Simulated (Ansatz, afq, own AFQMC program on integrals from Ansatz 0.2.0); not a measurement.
# ZrN3 (quartet): quantum Monte Carlo beside coupled cluster at distance Zr1–N3 = 2.164 Å, def2-SVP, part 2 of 2

Ansatz 0.2.0, Gaussian basis, and an in-house AFQMC program (afq) on its integrals; all values are calculated; def2-SVP, frozen cores. The steps go on from the part before.

### Step 8. B2PLYP (unrestricted)

The input, in.yaml:

```yaml
crystal:
  periodic: [false, false, false]
  atoms:
    - {symbol: Zr, position_ang: [0.000000, -0.313903, 0.347226]}
    - {symbol: N, position_ang: [0.569668, 0.237479, -1.837218]}
    - {symbol: N, position_ang: [0.000000, 1.569456, 1.412991]}
    - {symbol: N, position_ang: [-0.569668, 0.237479, -1.837218]}
basis:
  gaussian: {orbitals: def2-SVP}
magnetization: {spin_polarized: true, initial_magnetization: 3}
hamiltonian: {xc: {name: B2PLYP}}
correlation: {electrons: outside_noble_gas}
```

Started as:

```bash
ansatz run in.yaml --threads 1 --pin off --events-out ev --progress --plain --max-ram 5632MiB --backend cpu
```

What it wrote, cut to the lines that bear on the results:

```text
Functional definition: B2PLYP
  name "B2PLYP"
  cite "Grimme, J. Chem. Phys. 124, 034108 (2006) doi:10.1063/1.2148954"
  cite "Becke, Phys. Rev. A 38, 3098 (1988) doi:10.1103/PhysRevA.38.3098"
  cite "Lee, Yang & Parr, Phys. Rev. B 37, 785 (1988) doi:10.1103/PhysRevB.37.785"
[...]
754 factors; integrals over basis functions are off by at most 1.6e-3 eV
[...]
mean field -5728.13476971 eV, -210.5050701175 hartree, gradient 6.4e-6 eV, S^2 4.385060; 30 other end points of the search recorded, 0 dependent functions left out
7 core orbitals not correlated: weight in the atoms' cores, before any rotation towards them, 0.949 or more for the frozen orbitals, at most 0.049 for the correlated occupied ones
reference -5728.13492574 eV, -210.5050758518 hartree; 11, 8 occupied and 55, 58 virtual orbitals, 754 factors
second order -17.19997175 eV of doubles, -0.00000000 eV of singles
Total energy: -5732.77891812 eV, -210.6757394237 hartree
```

Wall time 1.7 min (1 thread of AMD EPYC 7R13 (Zen 3), shared host); peak memory 1.8 GiB.

From the report: ⟨S²⟩ of the determinant 4.385 (pure quartet: 3.75). The determinant is far from a pure spin state, so its energy mixes those of several spin states (harmless only where they are near-degenerate, as at dissociation).

### Step 9. Phaseless AFQMC, CISD trial on UHF

It reads the integrals that the CCSD(T) run on this determinant wrote.

Started as:

```bash
afq ham --method phaseless --trial cisd --walkers 4000 --populations 20 --least-time 60 --time-step 0.005 --steps-per-block 50 --equilibration-blocks 40 --max-blocks 4000 --target-error 0.00026 --factor-cut 1e-05 --start spin_pure --seed 215 --release-times 0.24,0.6,1.2,1.8,2.6 --release-step 0.04 --release-every 4 --taylor-order 6
```

What it wrote:

```text
orbitals 66  electrons 11 8  factors 564 of 754
reference energy -209.57253167 Eh
CCSD correlation -0.55774252 Eh in 35 cycles, weight of the determinant in the CISD state 0.7015
energy of the start -210.128197 Eh
 block  time / (1/Eh)  mean weight  energy / Eh
     1     0.250  0.9998  -210.114193
     2     0.500  1.0000  -210.125330
     3     0.750  1.0002  -210.136426
     4     1.000  0.9997  -210.143700
     5     1.250  1.0002  -210.147272
     6     1.500  1.0003  -210.154818
     7     1.750  1.0000  -210.155854
     8     2.000  1.0000  -210.159833
     9     2.250  1.0000  -210.165475
    10     2.500  0.9997  -210.165220
    13     3.250  1.0003  -210.163623
    16     4.000  1.0002  -210.165090
    19     4.750  1.0003  -210.166015
    22     5.500  1.0000  -210.167016
    25     6.250  0.9997  -210.168932
    28     7.000  0.9996  -210.171701
    31     7.750  0.9996  -210.171784
    34     8.500  0.9999  -210.167796
    37     9.250  0.9999  -210.164840
    40    10.000  1.0001  -210.172966
    43    10.750  0.9998  -210.169622
    46    11.500  1.0000  -210.170204
    49    12.250  0.9997  -210.166959
    52    13.000  0.9999  -210.165277
    55    13.750  0.9996  -210.164450
    58    14.500  1.0003  -210.164179
    61    15.250  1.0000  -210.163850
    64    16.000  0.9999  -210.166172
    67    16.750  0.9992  -210.167376
    70    17.500  0.9997  -210.166572
    73    18.250  0.9999  -210.170557
    76    19.000  1.0004  -210.166193
    79    19.750  0.9995  -210.161062
    82    20.500  1.0000  -210.160353
    85    21.250  0.9996  -210.166002
    88    22.000  1.0006  -210.165424
    91    22.750  0.9995  -210.167233
    94    23.500  0.9999  -210.169225
    97    24.250  1.0000  -210.165856
   100    25.000  0.9997  -210.167509
   103    25.750  1.0000  -210.164295
   106    26.500  1.0000  -210.166992
   109    27.250  1.0003  -210.162683
   112    28.000  0.9995  -210.164652
   115    28.750  0.9997  -210.161695
   118    29.500  1.0000  -210.163073
   121    30.250  0.9999  -210.161097
   124    31.000  1.0003  -210.157998
   127    31.750  1.0000  -210.161020
   130    32.500  0.9997  -210.166098
   133    33.250  0.9995  -210.158841
   136    34.000  0.9997  -210.162164
   139    34.750  0.9999  -210.166956
   142    35.500  0.9998  -210.163108
   145    36.250  0.9997  -210.159430
   148    37.000  0.9999  -210.160147
   151    37.750  1.0002  -210.162920
   154    38.500  1.0006  -210.165757
error from the spread of 20 populations
released: time / (1/Eh)  energy / Eh  error  mean overlap
  0.24  -210.165403  0.001179  0.9990
  0.60  -210.168264  0.000711  0.9953
  1.20  -210.169269  0.001172  0.9942
  1.80  -210.168877  0.001709  1.0033
  2.60  -210.173111  0.005406  1.0207
energy -210.164425 +/- 0.000577 Eh
```

Wall time 7.1 min (1 × NVIDIA H100 80GB HBM3 with 2 threads of AMD EPYC 7R13 (Zen 3), shared host); peak host memory 1.8 GiB.

Energy -5718.8653 ± 0.0157 eV. Caveats: constraint bias not in the error; error above the target.

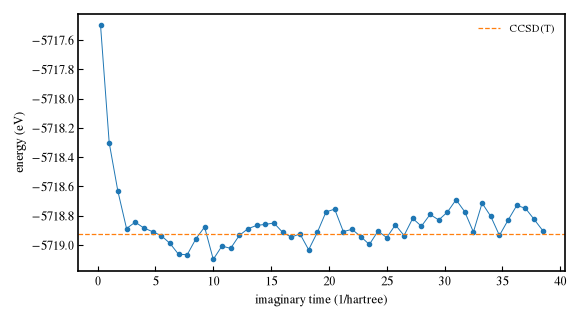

Block energies along the walk.

### Step 10. Phaseless AFQMC, single-determinant trial on UHF

It reads the integrals that the CCSD(T) run on this determinant wrote.

Started as:

```bash
afq ham --method phaseless --trial hf --walkers 4000 --populations 20 --least-time 40 --time-step 0.005 --steps-per-block 20 --equilibration-blocks 160 --max-blocks 4000 --target-error 0.0013 --factor-cut 1e-05 --start spin_pure --seed 8508 --taylor-order 6
```

What it wrote:

```text
orbitals 66  electrons 11 8  factors 564 of 754
reference energy -209.57253167 Eh
CCSD correlation -0.55774252 Eh in 35 cycles, weight of the determinant in the CISD state 0.7015
energy of the start -209.572879 Eh
 block  time / (1/Eh)  mean weight  energy / Eh
     1     0.100  1.0022  -209.713373
     2     0.200  1.0042  -209.812260
     3     0.300  1.0041  -209.881980
     4     0.400  1.0041  -209.936316
     5     0.500  1.0036  -209.973499
     6     0.600  1.0027  -210.000468
     7     0.700  1.0026  -210.026305
     8     0.800  1.0016  -210.046804
     9     0.900  1.0019  -210.064952
    10     1.000  1.0016  -210.072658
    17     1.700  1.0003  -210.107702
    25     2.500  1.0005  -210.144894
    33     3.300  1.0001  -210.150007
    41     4.100  1.0000  -210.158597
    49     4.900  1.0005  -210.167646
    57     5.700  1.0001  -210.178327
    65     6.500  1.0001  -210.178103
    73     7.300  1.0000  -210.176124
    81     8.100  0.9999  -210.145186
    89     8.900  0.9998  -210.150195
    97     9.700  1.0003  -210.158556
   105    10.500  0.9997  -210.148371
   113    11.300  1.0001  -210.158084
   121    12.100  0.9999  -210.168229
   129    12.900  1.0008  -210.160785
   137    13.700  1.0005  -210.166540
   145    14.500  1.0004  -210.154810
   153    15.300  0.9996  -210.141151
   161    16.100  1.0001  -210.153463
   169    16.900  1.0003  -210.157443
   177    17.700  0.9994  -210.145479
   185    18.500  1.0001  -210.138201
   193    19.300  1.0004  -210.159213
   201    20.100  0.9992  -210.144338
   209    20.900  1.0004  -210.154594
   217    21.700  1.0008  -210.155838
   225    22.500  0.9999  -210.143039
   233    23.300  1.0001  -210.145649
   241    24.100  0.9999  -210.163263
   249    24.900  0.9995  -210.139413
   257    25.700  0.9996  -210.158519
   265    26.500  1.0000  -210.159457
   273    27.300  0.9998  -210.134290
   281    28.100  1.0004  -210.153360
   289    28.900  1.0007  -210.130694
   297    29.700  1.0005  -210.139701
   305    30.500  1.0005  -210.143690
   313    31.300  1.0011  -210.159369
   321    32.100  1.0000  -210.154304
   329    32.900  0.9998  -210.146937
   337    33.700  1.0005  -210.155589
   345    34.500  1.0006  -210.169547
   353    35.300  1.0000  -210.150536
error from the spread of 20 populations
energy -210.149333 +/- 0.001901 Eh
```

Run time: 2 min. Hardware: 1 × NVIDIA H100 80GB HBM3 with 2 threads of AMD EPYC 7R13 (Zen 3), shared host; peak host memory 1.8 GiB.

Energy -5718.4547 ± 0.0517 eV. Caveats: constraint bias not in the error.

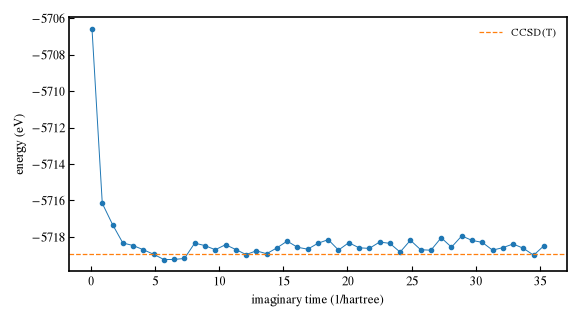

Block energies along the walk.

### Step 11. Free-projection AFQMC, CISD trial on UHF

It reads the integrals that the CCSD(T) run on this determinant wrote.

Started as:

```bash
afq ham --method free --trial cisd --walkers 4000 --time-step 0.03 --max-blocks 4000 --target-error 0.00052 --factor-cut 1e-05 --seed 466 --times 0,0.21,0.42,0.81,1.2,1.8,2.4,3 --taylor-order 8
```

What it wrote:

```text
orbitals 66  electrons 11 8  factors 564 of 754
reference energy -209.57253167 Eh
CCSD correlation -0.55774252 Eh in 35 cycles, weight of the determinant in the CISD state 0.7015
repeat  energy at the last time / Eh  error
    10  -210.170201  0.003862
time / (1/Eh)  energy / Eh  error  mean overlap
  0.00  -210.130373  0.000352  1.4254
  0.21  -210.145442  0.000351  1.4274
  0.42  -210.152501  0.000315  1.4347
  0.81  -210.160345  0.000572  1.4372
  1.20  -210.164528  0.000673  1.4514
  1.80  -210.166290  0.000887  1.4764
  2.40  -210.166969  0.000986  1.5055
  3.00  -210.168849  0.002366  1.5535
energy -210.168849 +/- 0.002366 Eh
```

Run time: 2.6 min. Hardware: 1 × NVIDIA H100 80GB HBM3 with 2 threads of AMD EPYC 7R13 (Zen 3), shared host.

Energy -5718.9857 ± 0.0644 eV. The run doesn't count as converged. Caveats: remainder of the start not in the error; error above the target.

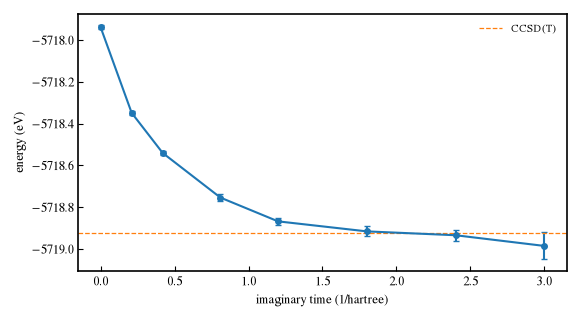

Energy against projection time, with error bars.

### Step 12. All levels side by side

On the UHF determinant, counted from CCSD(T) (a yardstick, not exact):

```
                                                              level  energy (eV)  from CCSD(T) (meV)  statistical error (meV)     time
                                                                 HF   -5702.7591            +16165.2                                  
                                                                MP2   -5717.8208             +1103.5                                  
                                                               CCSD   -5717.9360              +988.3                                  
                                                            CCSD(T)   -5718.9243                 0.0                                  
              Phaseless AFQMC, CISD trial, step 0.005, 4000 walkers   -5718.8653               +59.0                     15.7  7.1 min
Phaseless AFQMC, single-determinant trial, step 0.005, 4000 walkers   -5718.4547              +469.6                     51.7    2 min
```

The functionals' totals stand on their own zeros and serve differences with other points: PBE -5737.574 eV; r2SCAN -5740.056 eV; PBE0 -5736.098 eV; B3LYP -5742.054 eV; wB97M-V -5737.735 eV; B2PLYP -5732.779 eV.

### Step 13. Summary of results

The summary covers parts 1 to 2.

```
                                                     quantity              value
              Phaseless AFQMC, CISD trial on UHF from CCSD(T)   +59.0 ± 15.7 meV
Phaseless AFQMC, single-determinant trial on UHF from CCSD(T)  +469.6 ± 51.7 meV
```

In words: On UHF the phaseless walk with the CISD trial lies +59.0 meV from CCSD(T), 4 times its error bar. A single-determinant trial moves the result by +410.7 meV. Error bars are statistical and leave out the constraint, the time step and what remains of the start. Zr carries a core potential, and spin-orbit coupling is left out.
